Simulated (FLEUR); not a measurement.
# Magnetic state of MnO (Manganosite) from several starts, part 2 of 3

Wanted: the moments of MnO (Manganosite) and the energy of each order that was tried.

FLEUR MaX-R8.1; LDA (VWN) with U = 4.9 eV, J = 0.9 eV on Mn d; all-electron FLAPW, Dirac cores, scalar-relativistic bands.

So far, largest spin moment in the muffin-tin sphere (μB): step 2 (start 1: ferro +) 4.70.

## Step 3: Order 2, typed as antiferro q=(0,1/2,1/2) +-

Reversing part of the moments tests the sign of the couplings between them.

This order needs a doubled cell of 4 atoms. The mesh is halved along the doubled vector, so that both cells sample the same points. The k list default-1 (kpts.xml, not shown) is a Γ-centred 8×4×8 mesh.

inp.xml reads:

```
<?xml version="1.0" encoding="UTF-8" standalone="no"?>
<fleurInput fleurInputVersion="0.39">
   <comment>
      MnO
   </comment>
   <calculationSetup>
      <cutoffs Kmax="4.05" Gmax="12.1" GmaxXC="12.1" numbands="0"/>
      <scfLoop itmax="130" minDistance="0.0001" maxIterBroyd="15" imix="Anderson" alpha="0.05" precondParam="0.0" spinf="2.0" sdNocoIR="T"/>
      <coreElectrons ctail="T" frcor="F" kcrel="0" coretail_lmax="0"/>
      <xcFunctional name="vwn" relativisticCorrections="F"/>
      <magnetism jspins="2"/>
      <soc l_soc="F" theta="0.0" phi="0.0" spav="F"/>
      <expertModes spex="0" secvar="F"/>
      <geometryOptimization l_f="F" forcealpha="1.0" forcemix="BFGS" epsdisp="0.00001" epsforce="0.00001"/>
      <ldaU l_linMix="F" mixParam="0.05" spinf="1.0"/>
   </calculationSetup>
   <cell>
      <bzIntegration valenceElectrons="42.0" mode="hist" fermiSmearingEnergy="0.00110248">
         <kPointListSelection listName="default-1"/>
         <xi:include xmlns:xi="http://www.w3.org/2001/XInclude" href="kpts.xml"> </xi:include>
      </bzIntegration>
      <xi:include xmlns:xi="http://www.w3.org/2001/XInclude" href="sym.xml"> </xi:include>
      <bulkLattice scale="1.0">
         <bravaisMatrix>
            <row-1>    0.0000000000000000     4.2008611749857998     4.2008611749857998</row-1>
            <row-2>    8.4017223499715996     0.0000000000000000     8.4017223499715996</row-2>
            <row-3>    8.4017223499715996     4.2008611749857998     4.2008611749857998</row-3>
         </bravaisMatrix>
      </bulkLattice>
   </cell>
   <atomSpecies>
      <species name="Manganese 4.500" element="Mn" atomicNumber="25">
         <mtSphere radius="2.62" gridPoints="867" logIncrement="0.014"/>
         <atomicCutoffs lmax="10" lnonsphr="8"/>
         <electronConfig flipSpins="F">
            <coreConfig>(1s1/2) (2s1/2) (2p1/2) (2p3/2)</coreConfig>
            <valenceConfig>(3s1/2) (3p1/2) (3p3/2) (4s1/2) (3d3/2) (3d5/2)</valenceConfig>
            <stateOccupation state="(3d3/2)" spinUp="1.75" spinDown="0.25"/>
            <stateOccupation state="(3d5/2)" spinUp="3.0" spinDown="0.0"/>
         </electronConfig>
         <energyParameters s="4" p="4" d="3" f="4"/>
         <ldaU l="2" U="4.9" J="0.9" l_amf="F"/>
         <lo type="SCLO" l="0" n="3" eDeriv="0"/>
         <lo type="SCLO" l="1" n="3" eDeriv="0"/>
      </species>
      <species name="Manganese -4.500" element="Mn" atomicNumber="25">
         <mtSphere radius="2.62" gridPoints="867" logIncrement="0.014"/>
         <atomicCutoffs lmax="10" lnonsphr="8"/>
         <electronConfig flipSpins="F">
            <coreConfig>(1s1/2) (2s1/2) (2p1/2) (2p3/2)</coreConfig>
            <valenceConfig>(3s1/2) (3p1/2) (3p3/2) (4s1/2) (3d3/2) (3d5/2)</valenceConfig>
            <stateOccupation state="(3d3/2)" spinUp="0.25" spinDown="1.75"/>
            <stateOccupation state="(3d5/2)" spinUp="0.0" spinDown="3.0"/>
         </electronConfig>
         <energyParameters s="4" p="4" d="3" f="4"/>
         <ldaU l="2" U="4.9" J="0.9" l_amf="F"/>
         <lo type="SCLO" l="0" n="3" eDeriv="0"/>
         <lo type="SCLO" l="1" n="3" eDeriv="0"/>
      </species>
      <species name="Oxygen (O)" element="O" atomicNumber="8">
         <mtSphere radius="1.48" gridPoints="489" logIncrement="0.022"/>
         <atomicCutoffs lmax="6" lnonsphr="4"/>
         <electronConfig flipSpins="F">
            <coreConfig>(1s1/2)</coreConfig>
            <valenceConfig>(2s1/2) (2p1/2) (2p3/2)</valenceConfig>
            <stateOccupation state="(2p1/2)" spinUp="0.666667" spinDown="0.666667"/>
            <stateOccupation state="(2p3/2)" spinUp="1.333333" spinDown="1.333333"/>
         </electronConfig>
         <energyParameters s="2" p="2" d="3" f="4"/>
      </species>
   </atomSpecies>
   <atomGroups>
      <atomGroup species="Manganese 4.500">
         <relPos label="                   1">.0000000000 .0000000000 .0000000000</relPos>
         <force calculate="T" relaxXYZ="TTT"/>
      </atomGroup>
      <atomGroup species="Manganese -4.500">
         <relPos label="                   2">.0000000000 1.000/2.000 .0000000000</relPos>
         <force calculate="T" relaxXYZ="TTT"/>
      </atomGroup>
      <atomGroup species="Oxygen (O)">
         <relPos label="                   3">1.000/2.000 .0000000000 1.000/2.000</relPos>
         <force calculate="T" relaxXYZ="TTT"/>
      </atomGroup>
      <atomGroup species="Oxygen (O)">
         <relPos label="                   4">1.000/2.000 1.000/2.000 1.000/2.000</relPos>
         <force calculate="T" relaxXYZ="TTT"/>
      </atomGroup>
   </atomGroups>
   <output dos="F" band="F" slice="F">
      <bandDOS minEnergy="-.5*Htr" maxEnergy="0.5*Htr" sigma="0.015" storeEVData="T"/>
      <plotting iplot="0" polar="F">
         <plot TwoD="T" vec1="  1.0  0.0  0.0" vec2="  0.0  1.0  0.0" vec3="  0.0  0.0  1.0" zero="  0.0  0.0  0.0" file="plot"/>
      </plotting>
      <moessbauerParams electricFieldGradient="F" isomerShift="F" coreHyperfine="F" valenceHyperfine="F"/>
   </output>
</fleurInput>
```

crystal.txt reads:

```
MnO
&input film=F cartesian=F /
0.00000000000  2.22300000000  2.22300000000
4.44600000000  0.00000000000  4.44600000000
4.44600000000  2.22300000000  2.22300000000
1.8897261246
1.0 1.0 1.0

4
25 0.00000000000  0.00000000000  0.00000000000 : 4.500
25 0.00000000000  0.50000000000  0.00000000000 : -4.500
8 0.50000000000  0.00000000000  0.50000000000
8 0.50000000000  0.50000000000  0.50000000000

&kpt div1=8 div2=4 div3=8 gamma=T /
```

Launch:

```sh
> OMP_NUM_THREADS=1 inpgen -f crystal.txt > inpgen.log  # inp.xml is then edited as shown
> OMP_NUM_THREADS=1 mpirun -n 4 fleur_MPI > fleur.log
```

What it wrote:

```text
[banner, memory and clock lines left out]
Welcome to FLEUR        (www.flapw.de)
      MaX-Release 8.1          (www.max-centre.eu)

 ========== k-point set info ==========
 Selected k-point list: default-1
 k-point list type: mesh
 0 x 0 x 0
 Number of k points: 80

 ------------Calculation Setup---------------------------
 Number of PE/node        :            4
 Number of OMP-threads    :            1
 k-points in parallel     :            4
 pe's per k-point         :            1
 No of k-point loops      :           20
 Eigenvalue solver        :       lapack
 Number of basis functions:          376
 Approximate size of matrices (H+S) per k-point:         0.002 GB
 no density matrix found ... skipping LDA+U
 Reset of history
 Iteration:     1   Distance:      20.90210130 me/bohr^3
 Iteration:     2   Distance:      18.52257144 me/bohr^3
 Iteration:     3   Distance:      15.88169246 me/bohr^3
 Iteration:     4   Distance:       8.26187897 me/bohr^3
 Iteration:     5   Distance:       6.58789655 me/bohr^3
 Iteration:     6   Distance:       2.76100331 me/bohr^3
 Iteration:     7   Distance:       0.71318216 me/bohr^3
 Iteration:     8   Distance:       0.49792329 me/bohr^3
 Iteration:     9   Distance:       0.05803976 me/bohr^3
 Iteration:    10   Distance:       0.04812261 me/bohr^3
 Iteration:    11   Distance:       0.01391529 me/bohr^3
 Iteration:    12   Distance:       0.01606980 me/bohr^3
 Iteration:    13   Distance:       0.00189615 me/bohr^3
 Iteration:    14   Distance:       0.00318351 me/bohr^3
 Iteration:    15   Distance:       0.00023539 me/bohr^3
 Iteration:    16   Distance:       0.00003584 me/bohr^3

 ********************************************************************
 Run finished successfully
 Stop message:
   all done
 ********************************************************************

--- out.xml (last complete iteration) ---
<iteration numberForCurrentRun="   16" overallNumber="   16">
         [... left out ...]
         <bandgap value="0.7834589922" units="eV"/>
         <sumValenceSingleParticleEnergies value="-26.0255567149" units="Htr"/>
         <FermiEnergy value="0.2870115280" units="Htr"/>
         <valenceDensity>
            <mtCharges spin="1">
               <mtCharge atomType="1" total="9.4195743" s="1.1874127" p="3.2365711" d="4.9195586" f="0.0530606"/>
               <mtCharge atomType="2" total="4.7415554" s="1.1504470" p="3.1993723" d="0.3151727" f="0.0533666"/>
               <mtCharge atomType="3" total="2.3388100" s="0.7267925" p="1.6096226" d="0.0020933" f="0.0002474"/>
               <mtCharge atomType="4" total="2.3927875" s="0.7339192" p="1.6547742" d="0.0035646" f="0.0004424"/>
            </mtCharges>
            <mtCharges spin="2">
               <mtCharge atomType="1" total="4.7415554" s="1.1504470" p="3.1993723" d="0.3151727" f="0.0533666"/>
               <mtCharge atomType="2" total="9.4195743" s="1.1874127" p="3.2365711" d="4.9195586" f="0.0530606"/>
               <mtCharge atomType="3" total="2.3927875" s="0.7339192" p="1.6547742" d="0.0035646" f="0.0004424"/>
               <mtCharge atomType="4" total="2.3388100" s="0.7267925" p="1.6096226" d="0.0020933" f="0.0002474"/>
            </mtCharges>
            <spinDependentCharge spin="1" total="21.0000000" interstitial="2.1072729" mtSpheres="18.8927271"/>
            <spinDependentCharge spin="2" total="21.0000000" interstitial="2.1072729" mtSpheres="18.8927271"/>
            <totalCharge value="42.0000000000"/>
         </valenceDensity>
         [... left out ...]
         <magneticMomentsInMTSpheres units="muBohr">
            <globalMagMoment atomType="1" vec="0.00000   0.00000   4.67802"/>
            <localMagMoment atomType="1" vec="0.00000   0.00000   4.67802"/>
            <globalMagMoment atomType="2" vec="0.00000   0.00000  -4.67802"/>
            <localMagMoment atomType="2" vec="0.00000   0.00000  -4.67802"/>
            <globalMagMoment atomType="3" vec="0.00000   0.00000  -0.05398"/>
            <localMagMoment atomType="3" vec="0.00000   0.00000  -0.05398"/>
            <globalMagMoment atomType="4" vec="0.00000   0.00000   0.05398"/>
            <localMagMoment atomType="4" vec="0.00000   0.00000   0.05398"/>
         </magneticMomentsInMTSpheres>
         [... left out ...]
         <totalEnergy value="    -2462.6394595345" units="Htr">
            <sumOfEigenvalues value="    -1416.6689392740">
               <coreElectrons value="-1390.6433825592"/>
               <valenceElectrons value="-26.0255567149"/>
            </sumOfEigenvalues>
            <densityCoulombPotentialIntegral value="-3751.5966004245"/>
            <densityEffectivePotentialIntegral value="-3905.9307118006"/>
            <chargeDenXCDenIntegral value="-116.6663330161"/>
            <FockExchangeEnergyValence value="0.0000000000"/>
            <FockExchangeEnergyCore value="0.0000000000"/>
         [... left out ...]
            <dftUCorrection value="-0.7161118999"/>
            <tkbTimesEntropy value="0.0000000000"/>
            <freeEnergy value="-2462.6394595345"/>
            <extrapolationTo0K value="-2462.6394595345"/>
         </totalEnergy>
         [... left out ...]
         <ldaUDensityMatrixConvergence>
            <distance spin="1" distance="0.000000"/>
            <distance spin="2" distance="0.000000"/>
         </ldaUDensityMatrixConvergence>
         <densityConvergence units="me/bohr^3">
            <chargeDensity spin="1" distance="0.0000195715"/>
            <chargeDensity spin="2" distance="0.0000195749"/>
            <overallChargeDensity distance="0.0000358446"/>
            <spinDensity distance="0.0000157354"/>
         </densityConvergence>
      </iteration>
```

The job ended after 46 s (4 MPI ranks of Intel Xeon Platinum 8488C (Sapphire Rapids), shared host; peak memory 0.43 GiB; 3.1 min of CPU time).

Spin moment in the muffin-tin sphere by atom:

```
atom  spin moment in the muffin-tin sphere (μB)
 Mn1                                       4.68
 Mn2                                      -4.68
  O3                                      -0.05
  O4                                       0.05
```

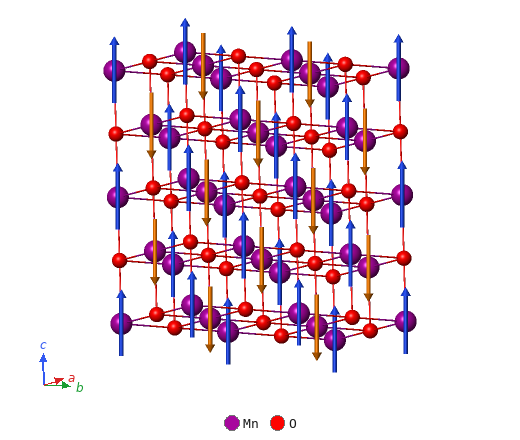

Spin moment in the muffin-tin sphere as arrows, the longest 4.68 μB. Up and down stand for the sign. Arrows give size and sign along the axis of quantisation, drawn up and down the page. The two directions have two colours. 1×2×2 conventional cells are drawn. Some periodic images of atoms are drawn too.

Numbers from this step:

- free energy: -67011.8335 eV
- program's band gap on this mesh (in a metal only a level spacing): 0.7835 eV
- magnetization: 0 μB
- final state: antiferromagnetic

It lies 37.1 meV a seeded atom under the first start, and its largest moment is 4.68 μB against 4.70 μB.

## Step 4: Run 3 (antiferro q=(0,0,1/2) +-)

Another pattern of signs weighs the neighbour shells otherwise.

This order needs a doubled cell of 4 atoms. The mesh is halved along the doubled vector, so that both cells sample the same points. The k list default-1 (kpts.xml, not shown) is a Γ-centred 8×8×4 mesh.

inp.xml, as its differences from that of step 3:

```diff
@@ -25,4 +25,4 @@
             <row-1>    0.0000000000000000     4.2008611749857998     4.2008611749857998</row-1>
-            <row-2>    8.4017223499715996     0.0000000000000000     8.4017223499715996</row-2>
-            <row-3>    8.4017223499715996     4.2008611749857998     4.2008611749857998</row-3>
+            <row-2>    4.2008611749857998     0.0000000000000000     4.2008611749857998</row-2>
+            <row-3>    8.4017223499715996     8.4017223499715996     0.0000000000000000</row-3>
          </bravaisMatrix>
@@ -77,3 +77,3 @@
       <atomGroup species="Manganese -4.500">
-         <relPos label="                   2">.0000000000 1.000/2.000 .0000000000</relPos>
+         <relPos label="                   2">.0000000000 .0000000000 1.000/2.000</relPos>
          <force calculate="T" relaxXYZ="TTT"/>
@@ -81,7 +81,4 @@
       <atomGroup species="Oxygen (O)">
-         <relPos label="                   3">1.000/2.000 .0000000000 1.000/2.000</relPos>
-         <force calculate="T" relaxXYZ="TTT"/>
-      </atomGroup>
-      <atomGroup species="Oxygen (O)">
-         <relPos label="                   4">1.000/2.000 1.000/2.000 1.000/2.000</relPos>
+         <relPos label="                   3">1.000/2.000 1.000/2.000 1.000/4.000</relPos>
+         <relPos label="                   4">1.000/2.000 1.000/2.000 -1.000/4.000</relPos>
          <force calculate="T" relaxXYZ="TTT"/>
```

crystal.txt reads:

```
MnO
&input film=F cartesian=F /
0.00000000000  2.22300000000  2.22300000000
2.22300000000  0.00000000000  2.22300000000
4.44600000000  4.44600000000  0.00000000000
1.8897261246
1.0 1.0 1.0

4
25 0.00000000000  0.00000000000  0.00000000000 : 4.500
25 0.00000000000  0.00000000000  0.50000000000 : -4.500
8 0.50000000000  0.50000000000  0.25000000000
8 0.50000000000  0.50000000000  0.75000000000

&kpt div1=8 div2=8 div3=4 gamma=T /
```

What it wrote:

```text
[banner, memory and clock lines left out]
Welcome to FLEUR        (www.flapw.de)
      MaX-Release 8.1          (www.max-centre.eu)

 ========== k-point set info ==========
 Selected k-point list: default-1
 k-point list type: mesh
 0 x 0 x 0
 Number of k points: 80

 [... set-up left out ...]
 no density matrix found ... skipping LDA+U
 Reset of history
 Iteration:     1   Distance:      20.52555581 me/bohr^3
 Iteration:     2   Distance:      18.43893903 me/bohr^3
 Iteration:     3   Distance:      15.81043869 me/bohr^3
 Iteration:     4   Distance:       8.31052470 me/bohr^3
[...]
[... left out ...]
            <freeEnergy value="-2462.6414758337"/>
            <extrapolationTo0K value="-2462.6414758337"/>
         </totalEnergy>
         [... left out ...]
         <ldaUDensityMatrixConvergence>
            <distance spin="1" distance="0.000002"/>
            <distance spin="2" distance="0.000002"/>
         </ldaUDensityMatrixConvergence>
         <densityConvergence units="me/bohr^3">
            <chargeDensity spin="1" distance="0.0000439356"/>
            <chargeDensity spin="2" distance="0.0000439358"/>
            <overallChargeDensity distance="0.0000680083"/>
            <spinDensity distance="0.0000556441"/>
         </densityConvergence>
      </iteration>
```

Run time: 39 s. Hardware: 4 MPI ranks; peak memory 0.39 GiB.

Spin moment in the muffin-tin sphere by atom:

```
atom  spin moment in the muffin-tin sphere (μB)
 Mn1                                       4.62
 Mn2                                      -4.62
  O3                                       0.00
  O4                                       0.00
```

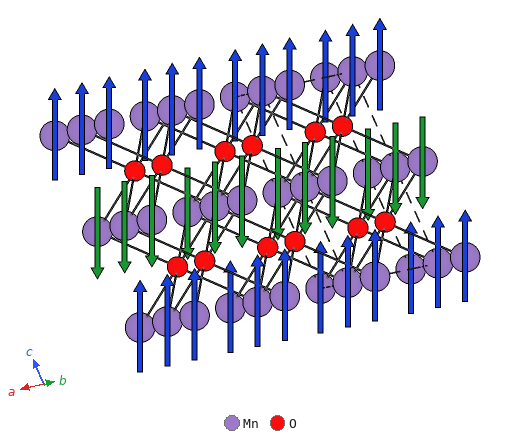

Spin moment in the muffin-tin sphere as arrows, the longest 4.62 μB. Up and down stand for the sign. Arrows give size and sign along the axis of quantisation, drawn up and down the page. The two directions have two colours. Bonds to atoms that aren't drawn are left out. 3×2×1 cells are drawn. Some periodic images of atoms are drawn too.

Read from the output:

```
free energy                                                       : -67011.8884 eV
program's band gap on this mesh (in a metal only a level spacing) : 1.767 eV
magnetization                                                     : 0 μB
final state                                                       : antiferromagnetic
```

It lies 64.5 meV a seeded atom under the first start, and its largest moment is 4.62 μB against 4.70 μB.

[end of part 2 of 3]

[Logs and program files are shortened in this print: banners, set-up blocks, solver, clock and traceback lines can be left out without a mark of their own.]

[Logs are printed without paths, hosts, clocks, repeated set-up lines and the standing remarks that a program may print on its own settings, such as how far it seeks lower states.]

[Hosts, paths, dates, database ids (printed as entryN), source tags and the programs' standing remarks are cut or masked in the printed files.]

[Where a cell is said to come from a database of computed structures, the database is the Materials Project.]
